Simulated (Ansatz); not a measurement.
# HBr (singlet): wB97M-V, B2PLYP, PBE-QIDH, RKS PBE0, RPA-PBE over a scan of the distance Br1–H2, cc-pVTZ

Aim: run HBr (singlet) with these functionals over a scan of the distance Br1–H2, and hold them against the top wave-function level at the same points.

Method: cc-pVTZ, all electrons in the functionals, frozen cores in the correlation of double hybrids and RPA; program: Ansatz 0.2.0, Gaussian basis.

To be run: wB97M-V, B2PLYP, PBE-QIDH, RKS PBE0, RPA-PBE, at 1.310 Å; 1.421 Å; 1.581 Å; 1.944 Å; 2.588 Å; 3.902 Å (not every functional at every point).

11 further runs of the same task are left out: 9 that didn't finish, 2 set aside as unsound or not needed.

**1. The geometry**

The geometry derives from a PBE0/def2-TZVP stationary point (not a proven minimum). One bond is set to the value named and the two fragments are kept rigid. No spin-orbit coupling is included. The filled d shell of Br may be among the frozen orbitals whatever the setting's name suggests; the logs give the count.

2 atoms, charge 0, spin multiplicity 1.

Atoms are counted from 1 here; the program's logs count them from 0.

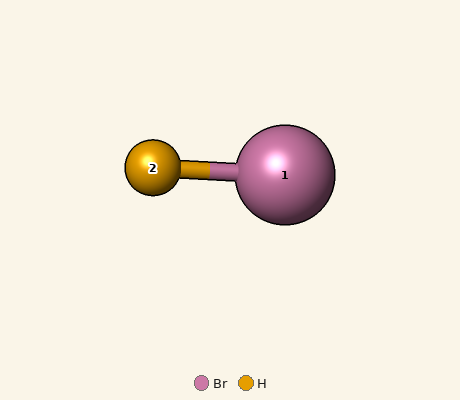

The structure; bromine pink, hydrogen amber; atoms are numbered from 1 in the order of the file.

No dispersion term is added; wB97M-V holds VV10 nonlocal correlation.

The geometry shown and the zero of energy belong to the point 1.421 Å. The yardstick, RCCSDT(Q), and other wave-function levels (R restricted, U unrestricted, valence and pair active spaces) come from earlier runs.

**2. wB97M-V, 1.310 Å**

The input, in.yaml:

```yaml
crystal:
  periodic: [false, false, false]
  atoms:
    - {symbol: Br, position_ang: [0.000000, 0.000000, 0.000000]}
    - {symbol: H, position_ang: [0.000000, 0.000000, 1.310000]}
basis:
  gaussian: {orbitals: cc-pVTZ}
hamiltonian: {xc: {name: wB97M-V}}
output: {orbitals: {seedname: orbitals}}
```

On the command line:

```bash
> ansatz run in.yaml --threads 1 --pin off --events-out ev --progress --plain --max-ram 2393MiB
```

What it wrote, cut to the lines that bear on the results:

```text
Functional definition: wB97M-V
  name "wB97M-V"
  cite "Mardirossian & Head-Gordon, J. Chem. Phys. 144, 214110 (2016) doi:10.1063/1.4952647"
  cite "Becke, J. Chem. Phys. 107, 8554 (1997) doi:10.1063/1.475007"
  cite "Vydrov & Van Voorhis, J. Chem. Phys. 133, 244103 (2010) doi:10.1063/1.3521275"
  # Of w^i u^j: cxij and so on, Table III.
[...]
  gx(w, u) = 1 - cx + cx01*u + cx10*w
  gss(w, u) = css00 + css04*u^4 + css10*w + css20*w^2 + css43*w^4*u^3
  gos(w, u) = cos00 + cos10*w + (cos20 + cos21*u)*w^2 + (cos60 + cos61*u)*w^6
[...]
      + integral(e_c_pw_mod_opposite_spin*gos(b97_w_opposite, b97_u_opposite)) + vv10(b, c)
456 factors; their error is unknown
73 factors; integrals over basis functions are off by at most 4.6e-5 eV
[...]
mean field -70059.74934686 eV, -2574.6483002932 hartree, gradient 4.3e-5 eV, S^2 0.000000; 0 other end points of the search recorded, 0 dependent functions left out
reference -70059.74937254 eV, -2574.6483012372 hartree; 18, 18 occupied and 39, 39 virtual orbitals, 456 factors
Total energy: -70059.74937254 eV, -2574.6483012372 hartree
```

Run time: 2.2 s. Hardware: 1 thread of Arm Neoverse V1, shared host.

**3. wB97M-V, 1.421 Å**

Changes to in.yaml since step 2:

```diff
@@ -4,3 +4,3 @@
     - {symbol: Br, position_ang: [0.000000, 0.000000, 0.000000]}
-    - {symbol: H, position_ang: [0.000000, 0.000000, 1.310000]}
+    - {symbol: H, position_ang: [0.000000, 0.000000, 1.420600]}
 basis:
```

Launched as before.

What it wrote, cut to the lines that bear on the results:

```text
Functional definition: wB97M-V
  name "wB97M-V"
  cite "Mardirossian & Head-Gordon, J. Chem. Phys. 144, 214110 (2016) doi:10.1063/1.4952647"
  cite "Becke, J. Chem. Phys. 107, 8554 (1997) doi:10.1063/1.475007"
  cite "Vydrov & Van Voorhis, J. Chem. Phys. 133, 244103 (2010) doi:10.1063/1.3521275"
  # Of w^i u^j: cxij and so on, Table III.
[...]
  gx(w, u) = 1 - cx + cx01*u + cx10*w
  gss(w, u) = css00 + css04*u^4 + css10*w + css20*w^2 + css43*w^4*u^3
  gos(w, u) = cos00 + cos10*w + (cos20 + cos21*u)*w^2 + (cos60 + cos61*u)*w^6
[...]
      + integral(e_c_pw_mod_opposite_spin*gos(b97_w_opposite, b97_u_opposite)) + vv10(b, c)
456 factors; their error is unknown
73 factors; integrals over basis functions are off by at most 4.6e-5 eV
[...]
mean field -70059.93313600 eV, -2574.6550544198 hartree, gradient 5.3e-5 eV, S^2 0.000000; 0 other end points of the search recorded, 0 dependent functions left out
reference -70059.93316187 eV, -2574.6550553703 hartree; 18, 18 occupied and 39, 39 virtual orbitals, 456 factors
Total energy: -70059.93316187 eV, -2574.6550553703 hartree
```

It took 2.3 s on 1 thread of Arm Neoverse V1, shared host.

**4. wB97M-V, 1.581 Å**

Changes to in.yaml since step 3:

```diff
@@ -4,3 +4,3 @@
     - {symbol: Br, position_ang: [0.000000, 0.000000, 0.000000]}
-    - {symbol: H, position_ang: [0.000000, 0.000000, 1.420600]}
+    - {symbol: H, position_ang: [0.000000, 0.000000, 1.581000]}
 basis:
```

The command is unchanged.

What it wrote, cut to the lines that bear on the results:

```text
Functional definition: wB97M-V
  name "wB97M-V"
  cite "Mardirossian & Head-Gordon, J. Chem. Phys. 144, 214110 (2016) doi:10.1063/1.4952647"
  cite "Becke, J. Chem. Phys. 107, 8554 (1997) doi:10.1063/1.475007"
  cite "Vydrov & Van Voorhis, J. Chem. Phys. 133, 244103 (2010) doi:10.1063/1.3521275"
  # Of w^i u^j: cxij and so on, Table III.
[...]
  gx(w, u) = 1 - cx + cx01*u + cx10*w
  gss(w, u) = css00 + css04*u^4 + css10*w + css20*w^2 + css43*w^4*u^3
  gos(w, u) = cos00 + cos10*w + (cos20 + cos21*u)*w^2 + (cos60 + cos61*u)*w^6
[...]
      + integral(e_c_pw_mod_opposite_spin*gos(b97_w_opposite, b97_u_opposite)) + vv10(b, c)
456 factors; their error is unknown
73 factors; integrals over basis functions are off by at most 4.6e-5 eV
[...]
mean field -70059.66274925 eV, -2574.6451178898 hartree, gradient 5.7e-5 eV, S^2 0.000000; 0 other end points of the search recorded, 0 dependent functions left out
reference -70059.66277548 eV, -2574.6451188539 hartree; 18, 18 occupied and 39, 39 virtual orbitals, 456 factors
Total energy: -70059.66277548 eV, -2574.6451188539 hartree
```

Run time: 2.3 s. Hardware: 1 thread of Arm Neoverse V1, shared host.

From 1.421 Å: +0.270 eV.

**5. wB97M-V, 1.944 Å**

The input, in.yaml:

```yaml
crystal:
  periodic: [false, false, false]
  atoms:
    - {symbol: Br, position_ang: [0.000000, 0.000000, 0.000000]}
    - {symbol: H, position_ang: [0.000000, 0.000000, 1.944000]}
basis:
  gaussian: {orbitals: cc-pVTZ}
magnetization: {spin_polarized: true, initial_magnetization: 0}
hamiltonian: {xc: {name: wB97M-V}}
output: {orbitals: {seedname: orbitals}}
```

Launched as before.

What it wrote, cut to the lines that bear on the results:

```text
Functional definition: wB97M-V
  name "wB97M-V"
  cite "Mardirossian & Head-Gordon, J. Chem. Phys. 144, 214110 (2016) doi:10.1063/1.4952647"
  cite "Becke, J. Chem. Phys. 107, 8554 (1997) doi:10.1063/1.475007"
  cite "Vydrov & Van Voorhis, J. Chem. Phys. 133, 244103 (2010) doi:10.1063/1.3521275"
  # Of w^i u^j: cxij and so on, Table III.
[...]
  gx(w, u) = 1 - cx + cx01*u + cx10*w
  gss(w, u) = css00 + css04*u^4 + css10*w + css20*w^2 + css43*w^4*u^3
  gos(w, u) = cos00 + cos10*w + (cos20 + cos21*u)*w^2 + (cos60 + cos61*u)*w^6
[...]
      + integral(e_c_pw_mod_opposite_spin*gos(b97_w_opposite, b97_u_opposite)) + vv10(b, c)
352 factors; integrals over basis functions are off by at most 8.2e-4 eV
73 factors; integrals over basis functions are off by at most 4.6e-5 eV
[...]
mean field -70058.23579363 eV, -2574.5926782380 hartree, gradient 1.6e-5 eV, S^2 0.000000; 0 other end points of the search recorded, 0 dependent functions left out
reference -70058.23582084 eV, -2574.5926792380 hartree; 18, 18 occupied and 39, 39 virtual orbitals, 352 factors
Total energy: -70058.23582084 eV, -2574.5926792380 hartree
```

Wall time 5.5 s (1 thread of Arm Neoverse V1, shared host).

From the report: ⟨S²⟩ of the determinant 0.000 (pure singlet: 0.00).

From 1.421 Å: +1.697 eV.

**6. wB97M-V, 2.588 Å**

Changes to in.yaml since step 5:

```diff
@@ -4,3 +4,3 @@
     - {symbol: Br, position_ang: [0.000000, 0.000000, 0.000000]}
-    - {symbol: H, position_ang: [0.000000, 0.000000, 1.944000]}
+    - {symbol: H, position_ang: [0.000000, 0.000000, 2.588000]}
 basis:
```

Same command.

What it wrote, cut to the lines that bear on the results:

```text
Functional definition: wB97M-V
  name "wB97M-V"
  cite "Mardirossian & Head-Gordon, J. Chem. Phys. 144, 214110 (2016) doi:10.1063/1.4952647"
  cite "Becke, J. Chem. Phys. 107, 8554 (1997) doi:10.1063/1.475007"
  cite "Vydrov & Van Voorhis, J. Chem. Phys. 133, 244103 (2010) doi:10.1063/1.3521275"
  # Of w^i u^j: cxij and so on, Table III.
[...]
  gx(w, u) = 1 - cx + cx01*u + cx10*w
  gss(w, u) = css00 + css04*u^4 + css10*w + css20*w^2 + css43*w^4*u^3
  gos(w, u) = cos00 + cos10*w + (cos20 + cos21*u)*w^2 + (cos60 + cos61*u)*w^6
[...]
      + integral(e_c_pw_mod_opposite_spin*gos(b97_w_opposite, b97_u_opposite)) + vv10(b, c)
345 factors; integrals over basis functions are off by at most 1.7e-3 eV
73 factors; integrals over basis functions are off by at most 4.6e-5 eV
[...]
mean field -70056.34642250 eV, -2574.5232451299 hartree, gradient 2.0e-5 eV, S^2 0.701478; 4 other end points of the search recorded, 0 dependent functions left out
reference -70056.34645109 eV, -2574.5232461805 hartree; 18, 18 occupied and 39, 39 virtual orbitals, 345 factors
Total energy: -70056.34645109 eV, -2574.5232461805 hartree
```

Wall time 23 s (1 thread of Arm Neoverse V1, shared host).

From the report: ⟨S²⟩ of the determinant 0.701 (pure singlet: 0.00). The determinant is far from a pure spin state, so its energy mixes those of several spin states (harmless only where they are near-degenerate, as at dissociation).

From 1.421 Å: +3.587 eV.

**7. wB97M-V, 3.902 Å**

Changes to in.yaml since step 6:

```diff
@@ -4,3 +4,3 @@
     - {symbol: Br, position_ang: [0.000000, 0.000000, 0.000000]}
-    - {symbol: H, position_ang: [0.000000, 0.000000, 2.588000]}
+    - {symbol: H, position_ang: [0.000000, 0.000000, 3.902000]}
 basis:
```

Same command.

What it wrote, cut to the lines that bear on the results:

```text
Functional definition: wB97M-V
  name "wB97M-V"
  cite "Mardirossian & Head-Gordon, J. Chem. Phys. 144, 214110 (2016) doi:10.1063/1.4952647"
  cite "Becke, J. Chem. Phys. 107, 8554 (1997) doi:10.1063/1.475007"
  cite "Vydrov & Van Voorhis, J. Chem. Phys. 133, 244103 (2010) doi:10.1063/1.3521275"
  # Of w^i u^j: cxij and so on, Table III.
[...]
  gx(w, u) = 1 - cx + cx01*u + cx10*w
  gss(w, u) = css00 + css04*u^4 + css10*w + css20*w^2 + css43*w^4*u^3
  gos(w, u) = cos00 + cos10*w + (cos20 + cos21*u)*w^2 + (cos60 + cos61*u)*w^6
[...]
      + integral(e_c_pw_mod_opposite_spin*gos(b97_w_opposite, b97_u_opposite)) + vv10(b, c)
344 factors; integrals over basis functions are off by at most 5.2e-4 eV
73 factors; integrals over basis functions are off by at most 4.6e-5 eV
[...]
mean field -70055.96084947 eV, -2574.5090755821 hartree, gradient 3.7e-6 eV, S^2 0.996589; 5 other end points of the search recorded, 0 dependent functions left out
reference -70055.96088264 eV, -2574.5090768011 hartree; 18, 18 occupied and 39, 39 virtual orbitals, 344 factors
Total energy: -70055.96088264 eV, -2574.5090768011 hartree
```

Wall time 22 s (1 thread of Arm Neoverse V1, shared host).

From the report: ⟨S²⟩ of the determinant 0.997 (pure singlet: 0.00). The determinant is far from a pure spin state, so its energy mixes those of several spin states (harmless only where they are near-degenerate, as at dissociation).

From 1.421 Å: +3.972 eV.

**8. B2PLYP, 1.310 Å**

The input, in.yaml:

```yaml
crystal:
  periodic: [false, false, false]
  atoms:
    - {symbol: Br, position_ang: [0.000000, 0.000000, 0.000000]}
    - {symbol: H, position_ang: [0.000000, 0.000000, 1.310000]}
basis:
  gaussian: {orbitals: cc-pVTZ}
hamiltonian: {xc: {name: B2PLYP}}
correlation: {electrons: outside_noble_gas}
```

The command is unchanged.

What it wrote, cut to the lines that bear on the results:

```text
Functional definition: B2PLYP
  name "B2PLYP"
  cite "Grimme, J. Chem. Phys. 124, 034108 (2006) doi:10.1063/1.2148954"
  cite "Becke, Phys. Rev. A 38, 3098 (1988) doi:10.1103/PhysRevA.38.3098"
  cite "Lee, Yang & Parr, Phys. Rev. B 37, 785 (1988) doi:10.1103/PhysRevB.37.785"
[...]
352 factors; integrals over basis functions are off by at most 1.3e-3 eV
[...]
mean field -70050.87454163 eV, -2574.3221572166 hartree, gradient 4.2e-6 eV, S^2 0.000000; 0 other end points of the search recorded, 0 dependent functions left out
14 core orbitals not correlated: weight in the atoms' cores, before any rotation towards them, 1.000 or more for the frozen orbitals, at most 0.000 for the correlated occupied ones
reference -70050.87464173 eV, -2574.3221608953 hartree; 4, 4 occupied and 39, 39 virtual orbitals, 352 factors
second order -5.64462109 eV of doubles, -0.00000000 eV of singles
Total energy: -70052.39868943 eV, -2574.3781686151 hartree
```

Wall time 1.1 s (1 thread of Arm Neoverse V1, shared host).

**9. B2PLYP, 1.421 Å**

Changes to in.yaml since step 8:

```diff
@@ -4,3 +4,3 @@
     - {symbol: Br, position_ang: [0.000000, 0.000000, 0.000000]}
-    - {symbol: H, position_ang: [0.000000, 0.000000, 1.310000]}
+    - {symbol: H, position_ang: [0.000000, 0.000000, 1.420600]}
 basis:
```

Same command.

What it wrote, cut to the lines that bear on the results:

```text
Functional definition: B2PLYP
  name "B2PLYP"
  cite "Grimme, J. Chem. Phys. 124, 034108 (2006) doi:10.1063/1.2148954"
  cite "Becke, Phys. Rev. A 38, 3098 (1988) doi:10.1103/PhysRevA.38.3098"
  cite "Lee, Yang & Parr, Phys. Rev. B 37, 785 (1988) doi:10.1103/PhysRevB.37.785"
[...]
350 factors; integrals over basis functions are off by at most 1.3e-3 eV
[...]
mean field -70051.05262022 eV, -2574.3287014843 hartree, gradient 3.5e-6 eV, S^2 0.000000; 0 other end points of the search recorded, 0 dependent functions left out
14 core orbitals not correlated: weight in the atoms' cores, before any rotation towards them, 1.000 or more for the frozen orbitals, at most 0.000 for the correlated occupied ones
reference -70051.05272144 eV, -2574.3287052039 hartree; 4, 4 occupied and 39, 39 virtual orbitals, 350 factors
second order -5.68686778 eV of doubles, -0.00000000 eV of singles
Total energy: -70052.58817574 eV, -2574.3851321087 hartree
```

Run time: 1.1 s. Hardware: 1 thread of Arm Neoverse V1, shared host.

**10. B2PLYP, 1.581 Å**

Changes to in.yaml since step 9:

```diff
@@ -4,3 +4,3 @@
     - {symbol: Br, position_ang: [0.000000, 0.000000, 0.000000]}
-    - {symbol: H, position_ang: [0.000000, 0.000000, 1.420600]}
+    - {symbol: H, position_ang: [0.000000, 0.000000, 1.581000]}
 basis:
```

The command is unchanged.

What it wrote, cut to the lines that bear on the results:

```text
Functional definition: B2PLYP
  name "B2PLYP"
  cite "Grimme, J. Chem. Phys. 124, 034108 (2006) doi:10.1063/1.2148954"
  cite "Becke, Phys. Rev. A 38, 3098 (1988) doi:10.1103/PhysRevA.38.3098"
  cite "Lee, Yang & Parr, Phys. Rev. B 37, 785 (1988) doi:10.1103/PhysRevB.37.785"
[...]
350 factors; integrals over basis functions are off by at most 1.4e-3 eV
[...]
mean field -70050.77034335 eV, -2574.3183280007 hartree, gradient 3.8e-6 eV, S^2 0.000000; 0 other end points of the search recorded, 0 dependent functions left out
14 core orbitals not correlated: weight in the atoms' cores, before any rotation towards them, 1.000 or more for the frozen orbitals, at most 0.000 for the correlated occupied ones
reference -70050.77044670 eV, -2574.3183317986 hartree; 4, 4 occupied and 39, 39 virtual orbitals, 350 factors
second order -5.76791358 eV of doubles, -0.00000000 eV of singles
Total energy: -70052.32778337 eV, -2574.3755628655 hartree
```

It took 1.1 s on 1 thread of Arm Neoverse V1, shared host.

From 1.421 Å: +0.260 eV.

**11. B2PLYP, 1.944 Å**

The input, in.yaml:

```yaml
crystal:
  periodic: [false, false, false]
  atoms:
    - {symbol: Br, position_ang: [0.000000, 0.000000, 0.000000]}
    - {symbol: H, position_ang: [0.000000, 0.000000, 1.944000]}
basis:
  gaussian: {orbitals: cc-pVTZ}
magnetization: {spin_polarized: true, initial_magnetization: 0}
hamiltonian: {xc: {name: B2PLYP}}
correlation: {electrons: outside_noble_gas}
```

Launched as before.

What it wrote, cut to the lines that bear on the results:

```text
Functional definition: B2PLYP
  name "B2PLYP"
  cite "Grimme, J. Chem. Phys. 124, 034108 (2006) doi:10.1063/1.2148954"
  cite "Becke, Phys. Rev. A 38, 3098 (1988) doi:10.1103/PhysRevA.38.3098"
  cite "Lee, Yang & Parr, Phys. Rev. B 37, 785 (1988) doi:10.1103/PhysRevB.37.785"
[...]
352 factors; integrals over basis functions are off by at most 8.2e-4 eV
[...]
mean field -70049.31490931 eV, -2574.2648417862 hartree, gradient 5.6e-6 eV, S^2 0.000000; 2 other end points of the search recorded, 0 dependent functions left out
14 core orbitals not correlated: weight in the atoms' cores, before any rotation towards them, 1.000 or more for the frozen orbitals, at most 0.000 for the correlated occupied ones
reference -70049.31501955 eV, -2574.2648458373 hartree; 4, 4 occupied and 39, 39 virtual orbitals, 352 factors
second order -6.04495537 eV of doubles, -0.00000000 eV of singles
Total energy: -70050.94715750 eV, -2574.3248258007 hartree
```

It took 2.7 s on 1 thread of Arm Neoverse V1, shared host.

From the report: ⟨S²⟩ of the determinant 0.000 (pure singlet: 0.00).

From 1.421 Å: +1.641 eV.

**12. B2PLYP, 2.588 Å**

Changes to in.yaml since step 11:

```diff
@@ -4,3 +4,3 @@
     - {symbol: Br, position_ang: [0.000000, 0.000000, 0.000000]}
-    - {symbol: H, position_ang: [0.000000, 0.000000, 1.944000]}
+    - {symbol: H, position_ang: [0.000000, 0.000000, 2.588000]}
 basis:
```

The command is unchanged.

What it wrote, cut to the lines that bear on the results:

```text
Functional definition: B2PLYP
  name "B2PLYP"
  cite "Grimme, J. Chem. Phys. 124, 034108 (2006) doi:10.1063/1.2148954"
  cite "Becke, Phys. Rev. A 38, 3098 (1988) doi:10.1103/PhysRevA.38.3098"
  cite "Lee, Yang & Parr, Phys. Rev. B 37, 785 (1988) doi:10.1103/PhysRevB.37.785"
[...]
345 factors; integrals over basis functions are off by at most 1.7e-3 eV
[...]
mean field -70047.77581420 eV, -2574.2082810843 hartree, gradient 2.1e-6 eV, S^2 0.792657; 9 other end points of the search recorded, 0 dependent functions left out
14 core orbitals not correlated: weight in the atoms' cores, before any rotation towards them, 1.000 or more for the frozen orbitals, at most 0.000 for the correlated occupied ones
reference -70047.77592806 eV, -2574.2082852684 hartree; 4, 4 occupied and 39, 39 virtual orbitals, 345 factors
second order -4.65423511 eV of doubles, -0.00000000 eV of singles
Total energy: -70049.03257154 eV, -2574.2544660645 hartree
```

It took 7 s on 1 thread of Arm Neoverse V1, shared host.

From the report: ⟨S²⟩ of the determinant 0.793 (pure singlet: 0.00). The determinant is far from a pure spin state, so its energy mixes those of several spin states (harmless only where they are near-degenerate, as at dissociation).

From 1.421 Å: +3.556 eV.

**13. B2PLYP, 3.902 Å**

Changes to in.yaml since step 12:

```diff
@@ -4,3 +4,3 @@
     - {symbol: Br, position_ang: [0.000000, 0.000000, 0.000000]}
-    - {symbol: H, position_ang: [0.000000, 0.000000, 2.588000]}
+    - {symbol: H, position_ang: [0.000000, 0.000000, 3.902000]}
 basis:
```

Same command.

What it wrote, cut to the lines that bear on the results:

```text
Functional definition: B2PLYP
  name "B2PLYP"
  cite "Grimme, J. Chem. Phys. 124, 034108 (2006) doi:10.1063/1.2148954"
  cite "Becke, Phys. Rev. A 38, 3098 (1988) doi:10.1103/PhysRevA.38.3098"
  cite "Lee, Yang & Parr, Phys. Rev. B 37, 785 (1988) doi:10.1103/PhysRevB.37.785"
[...]
344 factors; integrals over basis functions are off by at most 5.2e-4 eV
[...]
mean field -70047.46086061 eV, -2574.1967067530 hartree, gradient 1.8e-9 eV, S^2 0.999856; 8 other end points of the search recorded, 0 dependent functions left out
14 core orbitals not correlated: weight in the atoms' cores, before any rotation towards them, 1.000 or more for the frozen orbitals, at most 0.000 for the correlated occupied ones
reference -70047.46099137 eV, -2574.1967115585 hartree; 4, 4 occupied and 39, 39 virtual orbitals, 344 factors
second order -4.38792332 eV of doubles, -0.00000000 eV of singles
Total energy: -70048.64573067 eV, -2574.2402499246 hartree
```

It took 11 s on 1 thread of Arm Neoverse V1, shared host.

From the report: ⟨S²⟩ of the determinant 1.000 (pure singlet: 0.00). The determinant is far from a pure spin state, so its energy mixes those of several spin states (harmless only where they are near-degenerate, as at dissociation).

From 1.421 Å: +3.942 eV.

**14. PBE-QIDH, 1.310 Å**

The input, in.yaml:

```yaml
crystal:
  periodic: [false, false, false]
  atoms:
    - {symbol: Br, position_ang: [0.000000, 0.000000, 0.000000]}
    - {symbol: H, position_ang: [0.000000, 0.000000, 1.310000]}
basis:
  gaussian: {orbitals: cc-pVTZ}
hamiltonian: {xc: {name: PBE-QIDH}}
correlation: {electrons: outside_noble_gas}
```

Launched as before.

What it wrote, cut to the lines that bear on the results:

```text
Functional definition: PBE-QIDH
  name "PBE-QIDH"
  cite "Brémond, Sancho-García, Pérez-Jiménez & Adamo, J. Chem. Phys. 141, 031101 (2014) doi:10.1063/1.4890314"
  cite "Perdew, Burke & Ernzerhof, Phys. Rev. Lett. 77, 3865 (1996) doi:10.1103/PhysRevLett.77.3865"
[...]
352 factors; integrals over basis functions are off by at most 1.3e-3 eV
[...]
mean field -70044.42064662 eV, -2574.0849809496 hartree, gradient 8.0e-6 eV, S^2 0.000000; 0 other end points of the search recorded, 0 dependent functions left out
14 core orbitals not correlated: weight in the atoms' cores, before any rotation towards them, 1.000 or more for the frozen orbitals, at most 0.000 for the correlated occupied ones
reference -70044.42065355 eV, -2574.0849812043 hartree; 4, 4 occupied and 39, 39 virtual orbitals, 352 factors
second order -5.27413794 eV of doubles, -0.00000000 eV of singles
Total energy: -70046.17869953 eV, -2574.1495882024 hartree
```

Run time: 1.1 s. Hardware: 1 thread of Arm Neoverse V1, shared host.

(Part 1 of 2 ends here.)
